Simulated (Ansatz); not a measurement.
## Changed inputs in constrained RPA: ScF3 (Pm-3m)

Wanted: the sensitivity and cost of U and J for ScF3 (Pm-3m).

Program: Ansatz 0.2.0. Level of theory: constrained RPA on LDA, plane waves, PAW. Results are calculated unless marked as measured.

### 1. The structure

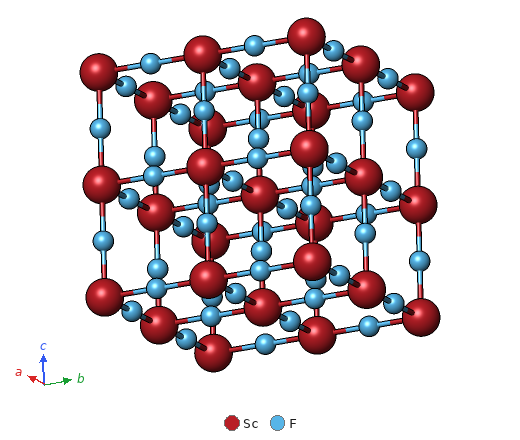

The cell as given, from a free direction (scandium red, fluorine blue). 2×2×2 cells are drawn. Some periodic images of atoms are drawn too.

The cell and positions come from the Crystallography Open Database and are kept as given unless a step says otherwise. The program's search for lower electronic states was switched off, so nothing shows that the state found is the lowest. The default PAW set here is soft_2. Its files were made with PBE.

### 2. Base: Sc t2g, bands c1 to c3, 4×4×4 mesh, medium accuracy

Constrained RPA screens the interaction with every transition except those inside the target bands, which a later many-body model would treat itself.

The input, input.yaml:

```yaml
crystal:
  lattice:
    - [-4.01245, 0.0, 0.0]
    - [0.0, 0.0, -4.01245]
    - [0.0, -4.01245, 0.0]
  atoms:
    - { symbol: Sc, position: [0.0, 0.0, 0.0] }
    - { symbol: F, position: [0.5, 0.0, 0.0] }
    - { symbol: F, position: [0.0, 0.5, 0.0] }
    - { symbol: F, position: [0.0, 0.0, 0.5] }
kpoints:
  mp_grid: { grid: [6, 6, 6] }
hamiltonian:
  xc: lda
scf:
  occupations: { method: gaussian, width: 0.08 }
  n_extra_bands: 19
  max_iter: 150
  lower_state_search: "off"
output:
  crpa:
    kmesh: [4, 4, 4]
    target_bands: [c1, c3]
    projections: [{ species: Sc, l: d, shell: 3, orbitals: [dxz, dyz, dxy] }]
  local_orbitals:
    kmesh: [8, 8, 8]
    orbitals: [{ species: Sc, l: d, shell: 3, orbitals: [dxz, dyz, dxy] }]
    window: { bands: [c1, c3] }
    seedname: lo
```

Launch:

```sh
$ ansatz run input.yaml --threads 4 --pin off --max-ram 9216MiB --backend cpu --events-out ev --progress --plain --runs-dir out
```

Numbers of over 12 decimals in the logs are rounded to 6 here.

The program printed:

```text
scf.n_extra_bands = 19 over 16 filled bands (N_el = 32.0): the run solves 35 bands
Engine: ansatz 0.2.0, aarch64-unknown-linux-gnu
Pseudopotentials: kind: paw
Pseudopotential: Sc, paw, valence charge 11, recommended cutoff 420 eV (normal), Sc.paw.azcp
Pseudopotential: F, paw, valence charge 7, recommended cutoff 420 eV (normal), F.paw.azcp
Functional definition: SPW92
  exchange = slater_x
  correlation = pw_c
Crystal: 4 atoms, lattice volume = 64.599 Å³
Basis set: ecut = 420 eV, 1237 PW (Γ)
Bands: 35, of which v1, the nominal top of the filled ones, is band 16 counted from 1 (15 counted from 0)
Symmetry: 48 space group operations
Space group: Pm-3m (ITA 221), of the structure as read, at distance tolerance 4.0e-5 Å
k-points: 20 of 216
Non-local potential: Sc, projectors of the file, l = 0: 3, l = 1: 2, l = 2: 3, l = 3: 1
Non-local potential: F, projectors of the file, l = 0: 2, l = 1: 2, l = 2: 1
PAW form: soft (Blöchl's): semilocal exchange-correlation on the pseudo side does not see the compensation charge
PAW frozen core: Sc, regenerated for the run's functional, and the local potential with it (the file was generated under x = pbe(κ = 0.804, μ = 0.219515), c = pbe(β = 0.066725))
PAW frozen core: F, regenerated for the run's functional, and the local potential with it (the file was generated under x = pbe(κ = 0.804, μ = 0.219515), c = pbe(β = 0.066725))
PAW one-centre angular grid: Sc, 590 points (default); XC on 64 Gauss nodes
PAW one-centre angular grid: F, 110 points (default); XC on 64 Gauss nodes
Initial density: superposition of atomic densities (neutral atoms: chi_scale 0, normalization atom), corrected by the library's trained network
Initial wavefunctions: pseudopotential atomic-orbital guess
Functional: x = slater, c = lda
SCF iter   1: F=—  HF=-4477.827598 eV  |F-HF|=—  |Δ(HF+E_count)|=         —  Δρ=1.81e-2  dr2=1.53e-1  ethr=1.77e-3  ⟨swp⟩=5.2  Hψ=3213  notcnv=0  defer=96
preconditioner: auto → Resta (q_TF=auto, 2.427 Å⁻¹)  ε∞=2.0  [insulator: Δε(μ)=5.911 eV  Ē_g=25.686 eV  σ=0.080 eV  W_gap=1.00  n_scr=18 (ndim 8)  ℏωp=25.3 eV  f_vac=0.292  D(μ)=0.00/eV (n_scr^D=0)  ε∞_Penn≈2.0]
SCF iter   2: F=—  HF=-4477.791295 eV  |F-HF|=—  |Δ(HF+E_count)|=   3.63e-2  Δρ=7.55e-3  dr2=1.75e-2  ethr=4.78e-4  ⟨swp⟩=2.1  Hψ=1144  notcnv=0  defer=239
SCF iter   3: F=—  HF=-4477.786081 eV  |F-HF|=—  |Δ(HF+E_count)|=   5.21e-3  Δρ=1.82e-3  dr2=1.14e-3  ethr=5.46e-5  ⟨swp⟩=2.0  Hψ=756  notcnv=0  defer=239
SCF iter   4: F=—  HF=-4477.785711 eV  |F-HF|=—  |Δ(HF+E_count)|=   3.70e-4  Δρ=2.95e-4  dr2=3.54e-5  ethr=3.57e-6  ⟨swp⟩=2.4  Hψ=618  notcnv=0  defer=239
SCF iter   5: F=—  HF=-4477.785706 eV  |F-HF|=—  |Δ(HF+E_count)|=   5.40e-6  Δρ=3.37e-5  dr2=5.39e-7  ethr=1.11e-7  ⟨swp⟩=1.9  Hψ=615  notcnv=0  defer=239
SCF iter   6: F=-4477.785706 eV  HF=-4477.785706 eV  |F-HF|=1.91e-8  |Δ(HF+E_count)|=   2.33e-7  Δρ=6.62e-6  dr2=3.45e-8  ethr=3.13e-10  ⟨swp⟩=8.2  Hψ=3471  notcnv=0
SCF 1 converged in 6 iterations: F = -4477.785706 eV  dr2 = 3.45e-8
[...]
NSCF: frozen V_eff on 38 k-points
NSCF: frozen V_eff on 10 k-points
[...]
cRPA screening: q 1/64
cRPA screening: q 2/64
cRPA screening: q 8/64 (q-point 3)
cRPA screening: q 11/64 (q-point 6)
cRPA screening: q 23/64 (q-point 7)
cRPA screening: q 35/64 (q-point 11)
cRPA screening: q 38/64 (q-point 22)
cRPA screening: q 46/64 (q-point 23)
cRPA screening: q 58/64 (q-point 27)
cRPA screening: q 64/64 (q-point 43)
SCF converged after 6 iterations
Free energy (F): -4477.785706 eV
Harris-Foulkes:  -4477.785706 eV  (|F-HF|=1.91e-8)
Internal energy: -4477.785706 eV  (E = F + TS)
E sigma→0 (E₀):  -4477.785706 eV
Fermi energy:    2.495016 eV
--- Per-component energies (eV) ---
  E_band       = -397.293762
  E_kinetic    = 876.686182
  E_local      = -3371.817654  (includes V_loc(G=0)·N_el)
  E_nonlocal   = 307.373629
  E_hartree    = 1268.734006
  E_xc         = -337.561595
  E_vxc        = -432.051264  (∫ρ·V_xc dr)
  E_paw        = -1470.585149  (= ΣΔE_a)
  E_vpaw       = -314.961568  (= ΣTr[D̂ρ^β])
  E_aug_tail   = 0.006134  (compensation charges beyond the density's cutoff)
  E_ewald      = -1751.265938
  E_core_change = 0.644678  (= ΣΔE_core)
  E_smearing   = -0.000000  (= −TS)
  E_closure    = -0.000000  (closes the sum)
  Σ components = -4477.785706   (vs F -4477.785706, Δ=0.00e0)
--- Band table (eV; the first three rows and the last of 20) ---
  k-point 0: bands = [... 12 lower, -1.1987, -1.1498, -1.1498, -1.1498, 5.6016, 5.6016, 5.6016, 7.0285, ... 15 higher]
  k-point 1: bands = [... 12 lower, -1.3187, -1.2312, -1.1640, -1.1640, 5.6118, 5.8318, 5.8318, 7.3651, ... 15 higher]
  k-point 2: bands = [... 12 lower, -1.6031, -1.2928, -1.1611, -1.1611, 5.6323, 6.2895, 6.2895, 7.3904, ... 15 higher]
  k-point 19: bands = [... 12 lower, -2.9102, -0.6123, -0.6123, -0.6123, 7.2488, 7.2488, 7.2488, 10.1821, ... 15 higher]
--- cRPA (band scheme, projected local orbitals): target bands 17..19 (1-based), 3 Wannier function(s), 4×4×4 mesh, 38 bands' worth read of 43 solved, ecut_chi 136.0 eV, v(q+G=0) probe_charge, pair densities all_electron ---
  bands read: the sum over 38 bands ends inside a degenerate multiplet in 3 slots, whose members it reads at an even weight; the widest, k=2: bands 38 to 39 (counted from 1) at 1/2 each
  χ-basis size per q: N_G = 208..251
  window electrons = 0.0000, filled by tetrahedron_uncorrected; constrained ε̄⁻¹(q = 0, 0) head = 0.451387; min gauge Gram eig = 0.7603
  Kanamori averages over each shell's own Wannier functions (sites counted from 0, functions from 1):
    Site 0, 3D, 3 of 5 d orbitals (Wannier functions 1, 2, 3; wannier90's mr 2, 3, 5):
      screened: U = 7.0698 eV, U' = 6.1292 eV, J = 0.4668 eV
      screened, to within: U = 9.3e-3 eV, U' = 9.3e-3 eV, J = 6.3e-4 eV
      bare: V = 15.9463 eV, V' = 14.7484 eV, J = 0.5907 eV
  Hermiticity witness max|P − P†| over intra, direct and exchange elements: 7.11e-15 eV (screened), 3.02e-23 eV (bare)
  Reality witness max|Im| over intra, direct and exchange elements: 1.21e-19 eV (screened), 2.49e-19 eV (bare)
```

Run time: 16 s. Hardware: 4 threads of Arm Neoverse V2, shared host; peak memory 0.46 GiB.

In the SCF lines HF is the Harris–Foulkes energy and dr2 the Hartree energy of the density residual, in eV; the loop may stop once dr2 is under the threshold and the program's other checks hold. Hψ counts applications of the Hamiltonian.

Numbers from this step:

```
U                                                 : 7.070 eV
U prime (inter-orbital)                           : 6.129 eV
J                                                 : 0.4668 eV
bare V                                            : 15.95 eV
bare J                                            : 0.5907 eV
stated bound on U                                 : 0.009252 eV
U over bare V                                     : 0.4434
electrons in the window                           : 0
head of the constrained inverse dielectric matrix : 0.4514
least eigenvalue of the projection's overlap      : 0.7603
target functions                                  : 3
bands in the sums                                 : 38
r.m.s. miss of the model bands                    : 3.59e-5 eV
width of the target bands                         : 1.647 eV
weight of the projected orbitals in the window    : 0.8840
```

On the Sc t2g shell, screening brings the on-site interaction from 15.9 eV down to U = 7.07 eV.

### 3. Changed: 6×6×6 mesh

input.yaml, the sections that differ from step 2:

```yaml
output:
  crpa:
    kmesh: [6, 6, 6]
    target_bands: [c1, c3]
    projections: [{ species: Sc, l: d, shell: 3, orbitals: [dxz, dyz, dxy] }]
# crystal, kpoints, hamiltonian, scf: as in step 2
```

The program printed:

```text
[...]
Crystal: 4 atoms, lattice volume = 64.599 Å³
Basis set: ecut = 420 eV, 1237 PW (Γ)
Bands: 35, of which v1, the nominal top of the filled ones, is band 16 counted from 1 (15 counted from 0)
Symmetry: 48 space group operations
[...]
k-points: 20 of 216
[...]
SCF iter   1: F=—  HF=-4477.827598 eV  |F-HF|=—  |Δ(HF+E_count)|=         —  Δρ=1.81e-2  dr2=1.53e-1  ethr=1.77e-3  ⟨swp⟩=5.2  Hψ=3213  notcnv=0  defer=96
[...]
SCF iter   6: F=-4477.785706 eV  HF=-4477.785706 eV  |F-HF|=1.91e-8  |Δ(HF+E_count)|=   2.33e-7  Δρ=6.62e-6  dr2=3.45e-8  ethr=3.13e-10  ⟨swp⟩=8.2  Hψ=3471  notcnv=0
SCF 1 converged in 6 iterations: F = -4477.785706 eV  dr2 = 3.45e-8
[...]
NSCF: frozen V_eff on 20 k-points
[...]
cRPA screening: q 1/216
cRPA screening: q 2/216
cRPA screening: q 8/216 (q-point 3)
cRPA screening: q 14/216 (q-point 4)
cRPA screening: q 17/216 (q-point 8)
[...]
cRPA screening: q 216/216 (q-point 130)
SCF converged after 6 iterations
Free energy (F): -4477.785706 eV
[...]
Internal energy: -4477.785706 eV  (E = F + TS)
E sigma→0 (E₀):  -4477.785706 eV
Fermi energy:    2.495016 eV
[...]
--- Band table (eV; the first three rows and the last of 20) ---
  k-point 0: bands = [... 12 lower, -1.1987, -1.1498, -1.1498, -1.1498, 5.6016, 5.6016, 5.6016, 7.0285, ... 15 higher]
  k-point 1: bands = [... 12 lower, -1.3187, -1.2312, -1.1640, -1.1640, 5.6118, 5.8318, 5.8318, 7.3651, ... 15 higher]
  k-point 2: bands = [... 12 lower, -1.6031, -1.2928, -1.1611, -1.1611, 5.6323, 6.2895, 6.2895, 7.3904, ... 15 higher]
  k-point 19: bands = [... 12 lower, -2.9102, -0.6123, -0.6123, -0.6123, 7.2488, 7.2488, 7.2488, 10.1821, ... 15 higher]
[...]
χ-basis size per q: N_G = 208..251
[...]
Site 0, 3D, 3 of 5 d orbitals (Wannier functions 1, 2, 3; wannier90's mr 2, 3, 5):
      screened: U = 7.0493 eV, U' = 6.1088 eV, J = 0.4668 eV
      screened, to within: U = 9.4e-3 eV, U' = 9.4e-3 eV, J = 6.2e-4 eV
      bare: V = 15.9336 eV, V' = 14.7358 eV, J = 0.5906 eV
[...]
```

Run time: 74 s. Hardware: 4 threads; peak memory 0.62 GiB.

Numbers from this step:

```yaml
u: 7.049 eV
u_prime_inter_orbital: 6.109 eV
j: 0.4668 eV
bare_v: 15.93 eV
bare_j: 0.5906 eV
stated_bound_on_u: 0.009344 eV
u_over_bare_v: 0.4424
electrons_in_the_window: 0
head_of_the_constrained_inverse_dielectric_matrix: 0.4532
least_eigenvalue_of_the_projection_s_overlap: 0.7603
target_functions: 3
bands_in_the_sums: 38
width_of_the_target_bands: 1.647 eV
weight_of_the_projected_orbitals_in_the_window: 0.8840
```

On the Sc t2g shell, screening brings the on-site interaction from 15.9 eV down to U = 7.05 eV.

### 4. Changed: 2×2×2 mesh

Edit input.yaml of step 3 so:

```diff
@@ -21,3 +21,3 @@
   crpa:
-    kmesh: [6, 6, 6]
+    kmesh: [2, 2, 2]
     target_bands: [c1, c3]
```

The program printed:

```text
[...]
Crystal: 4 atoms, lattice volume = 64.599 Å³
Basis set: ecut = 420 eV, 1237 PW (Γ)
Bands: 35, of which v1, the nominal top of the filled ones, is band 16 counted from 1 (15 counted from 0)
Symmetry: 48 space group operations
[...]
k-points: 20 of 216
[...]
k-point 19: bands = [... 12 lower, -2.9102, -0.6123, -0.6123, -0.6123, 7.2488, 7.2488, 7.2488, 10.1821, ... 15 higher]
[...]
χ-basis size per q: N_G = 208..251
[...]
Site 0, 3D, 3 of 5 d orbitals (Wannier functions 1, 2, 3; wannier90's mr 2, 3, 5):
      screened: U = 7.2065 eV, U' = 6.2590 eV, J = 0.4687 eV
      screened, to within: U = 9.1e-3 eV, U' = 9.1e-3 eV, J = 6.5e-4 eV
      bare: V = 16.1091 eV, V' = 14.9058 eV, J = 0.5923 eV
[...]
[key lines of the parts left out:]
SCF converged after 6 iterations
Free energy (F): -4477.785706 eV
Fermi energy:    2.495016 eV
```

It took 3 s on 4 threads; peak memory 0.4 GiB; 9.8 s of CPU time.

This step gave:

```
U                                                 : 7.207 eV
U prime (inter-orbital)                           : 6.259 eV
J                                                 : 0.4687 eV
bare V                                            : 16.11 eV
bare J                                            : 0.5923 eV
stated bound on U                                 : 0.009007 eV
U over bare V                                     : 0.4474
electrons in the window                           : 0
head of the constrained inverse dielectric matrix : 0.4130
least eigenvalue of the projection's overlap      : 0.7603
target functions                                  : 3
bands in the sums                                 : 38
width of the target bands                         : 1.647 eV
weight of the projected orbitals in the window    : 0.8840
```

On the Sc t2g shell, screening brings the on-site interaction from 16.1 eV down to U = 7.21 eV.

### 5. Changed: sums over states on smooth products

Edit input.yaml of step 4 so:

```diff
@@ -21,4 +21,8 @@
   crpa:
-    kmesh: [2, 2, 2]
+    kmesh: [4, 4, 4]
     target_bands: [c1, c3]
     projections: [{ species: Sc, l: d, shell: 3, orbitals: [dxz, dyz, dxy] }]
+    accuracy: sum_over_states
+    pair_densities: pseudo
+    n_empty_bands: 32
+    ecut_chi: 136
```

The program printed:

```text
[...]
Crystal: 4 atoms, lattice volume = 64.599 Å³
Basis set: ecut = 420 eV, 1237 PW (Γ)
Bands: 35, of which v1, the nominal top of the filled ones, is band 16 counted from 1 (15 counted from 0)
Symmetry: 48 space group operations
[...]
k-points: 20 of 216
[...]
χ-basis size per q: N_G = 208..251
[...]
U and J over all bands: no bound (output.crpa.accuracy: sum_over_states); those below are of the sums over the bands read on the sphere of ecut_chi alone
[...]
Site 0, 3D, 3 of 5 d orbitals (Wannier functions 1, 2, 3; wannier90's mr 2, 3, 5):
      screened: U = 7.3172 eV, U' = 6.2304 eV, J = 0.5417 eV
      bare: V = 15.9463 eV, V' = 14.7484 eV, J = 0.5907 eV
[...]
[key lines of the parts left out:]
SCF converged after 6 iterations
Free energy (F): -4477.785706 eV
Fermi energy:    2.495016 eV
```

Elapsed: 2.6 s, on 4 threads; peak memory 0.36 GiB.

This variant gives U = 7.32 eV against 7.07 eV. It is a finite sum over empty states with no bound on its error and stays out of the table below.

### 6. Changed: accuracy high

Edit input.yaml of step 5 so:

```diff
@@ -24,5 +24,2 @@
     projections: [{ species: Sc, l: d, shell: 3, orbitals: [dxz, dyz, dxy] }]
-    accuracy: sum_over_states
-    pair_densities: pseudo
-    n_empty_bands: 32
-    ecut_chi: 136
+    accuracy: high
```

The program printed:

```text
[...]
Crystal: 4 atoms, lattice volume = 64.599 Å³
Basis set: ecut = 420 eV, 1237 PW (Γ)
Bands: 35, of which v1, the nominal top of the filled ones, is band 16 counted from 1 (15 counted from 0)
Symmetry: 48 space group operations
[...]
k-points: 20 of 216
[...]
k-point 19: bands = [... 12 lower, -2.9102, -0.6123, -0.6123, -0.6123, 7.2488, 7.2488, 7.2488, 10.1821, ... 15 higher]
[...]
χ-basis size per q: N_G = 208..251
[...]
Site 0, 3D, 3 of 5 d orbitals (Wannier functions 1, 2, 3; wannier90's mr 2, 3, 5):
      screened: U = 7.0705 eV, U' = 6.1297 eV, J = 0.4668 eV
      screened, to within: U = 7.5e-4 eV, U' = 7.5e-4 eV, J = 5.9e-5 eV
      bare: V = 15.9463 eV, V' = 14.7484 eV, J = 0.5907 eV
[...]
[key lines of the parts left out:]
SCF converged after 6 iterations
Free energy (F): -4477.785706 eV
Fermi energy:    2.495016 eV
```

Wall time 23 s (4 threads); peak memory 0.52 GiB.

Numbers from this step:

```
U                                                 : 7.070 eV
U prime (inter-orbital)                           : 6.130 eV
J                                                 : 0.4668 eV
bare V                                            : 15.95 eV
bare J                                            : 0.5907 eV
stated bound on U                                 : 7.49e-4 eV
U over bare V                                     : 0.4434
electrons in the window                           : 0
head of the constrained inverse dielectric matrix : 0.4514
least eigenvalue of the projection's overlap      : 0.7603
target functions                                  : 3
bands in the sums                                 : 38
width of the target bands                         : 1.647 eV
weight of the projected orbitals in the window    : 0.8840
```

On the Sc t2g shell, screening brings the on-site interaction from 15.9 eV down to U = 7.07 eV.

### 7. Changed: volume +3 %

The cell differs from the one that the last finished run ended in (a 4.012 → 4.052 Å, b 4.012 → 4.052 Å, c 4.012 → 4.052 Å).

input.yaml, the sections that differ from step 6:

```yaml
crystal:
  lattice:
    - [-4.0521798115, 0.0, 0.0]
    - [0.0, 0.0, -4.0521798115]
    - [0.0, -4.0521798115, 0.0]
  atoms:
    - { symbol: Sc, position: [0.0, 0.0, 0.0] }
    - { symbol: F, position: [0.5, 0.0, 0.0] }
    - { symbol: F, position: [0.0, 0.5, 0.0] }
    - { symbol: F, position: [0.0, 0.0, 0.5] }
output:
  crpa:
    kmesh: [4, 4, 4]
    target_bands: [c1, c3]
    projections: [{ species: Sc, l: d, shell: 3, orbitals: [dxz, dyz, dxy] }]
  local_orbitals:
    kmesh: [8, 8, 8]
    orbitals: [{ species: Sc, l: d, shell: 3, orbitals: [dxz, dyz, dxy] }]
    window: { bands: [c1, c3] }
    seedname: lo
# kpoints, hamiltonian, scf: as in step 6
```

The program printed:

```text
[...]
Crystal: 4 atoms, lattice volume = 66.537 Å³
Basis set: ecut = 420 eV, 1309 PW (Γ)
Bands: 35, of which v1, the nominal top of the filled ones, is band 16 counted from 1 (15 counted from 0)
Symmetry: 48 space group operations
[...]
k-points: 20 of 216
[...]
k-point 19: bands = [... 12 lower, -3.0316, -0.8357, -0.8357, -0.8357, 6.7797, 6.7797, 6.7797, 9.5862, ... 15 higher]
[...]
χ-basis size per q: N_G = 232..280
[...]
Site 0, 3D, 3 of 5 d orbitals (Wannier functions 1, 2, 3; wannier90's mr 2, 3, 5):
      screened: U = 7.0661 eV, U' = 6.1212 eV, J = 0.4686 eV
      screened, to within: U = 9.4e-3 eV, U' = 9.4e-3 eV, J = 6.2e-4 eV
      bare: V = 15.9847 eV, V' = 14.7828 eV, J = 0.5928 eV
[...]
[key lines of the parts left out:]
SCF converged after 6 iterations
Free energy (F): -4477.734223 eV
Fermi energy:    2.196019 eV
```

Run time: 17 s. Hardware: 4 threads; peak memory 0.48 GiB.

Numbers from this step:

* U: 7.066 eV
* U prime (inter-orbital): 6.121 eV
* J: 0.4686 eV
* bare V: 15.98 eV
* bare J: 0.5928 eV
* stated bound on U: 0.009325 eV
* U over bare V: 0.4421
* electrons in the window: 0
* head of the constrained inverse dielectric matrix: 0.4530
* least eigenvalue of the projection's overlap: 0.7621
* target functions: 3
* bands in the sums: 38
* r.m.s. miss of the model bands: 2.36e-5 eV
* width of the target bands: 1.553 eV
* weight of the projected orbitals in the window: 0.8857

On the Sc t2g shell, screening brings the on-site interaction from 16.0 eV down to U = 7.07 eV.

[end of part 1 of 2]

[Paths, hosts, dates, memory and timing lines, banners, echoed tables and standing remarks are left out of the program output.]

[Logs are printed without paths, hosts, clocks, repeated set-up lines and the standing remarks that a program may print on its own settings, such as how far it seeks lower states.]

[Runs of the session that timed out or met a known fault of the program may be left out.]

[Hosts, paths, dates, database ids (printed as entryN), source tags and the programs' standing remarks are cut or masked in the printed files.]
